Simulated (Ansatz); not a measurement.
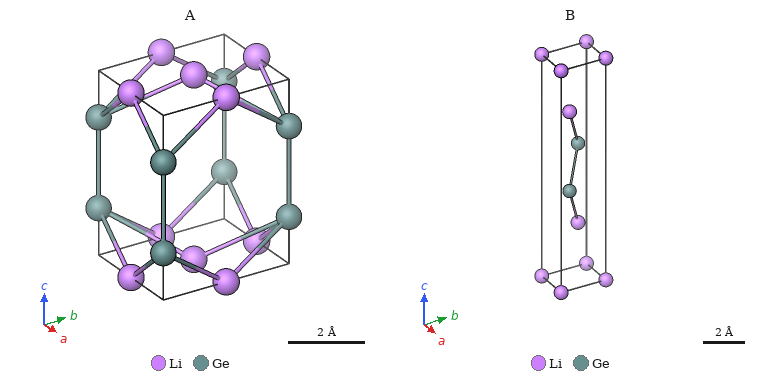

Two structures of Li$_{3}$Ge$_{2}$, each relaxed to rest (conventional cells in solid outline, small ones repeated, not to one scale). Method: DFT PBE, scalar-relativistic, plane waves, PAW (Ansatz), without spin polarisation.

**Name structures A and B.**

A: 5 atoms a cell on a primitive hexagonal lattice, P6/mmm. B: 5 atoms a cell on a primitive hexagonal lattice, P-3m1.

**Which structure is more stable?**

B is lower, by 156 meV/atom at this level of theory (energies at zero smearing). Volumes: A 23.2, B 20.1 Å³/atom.

One or both may be structure types tried for this composition rather than known phases.
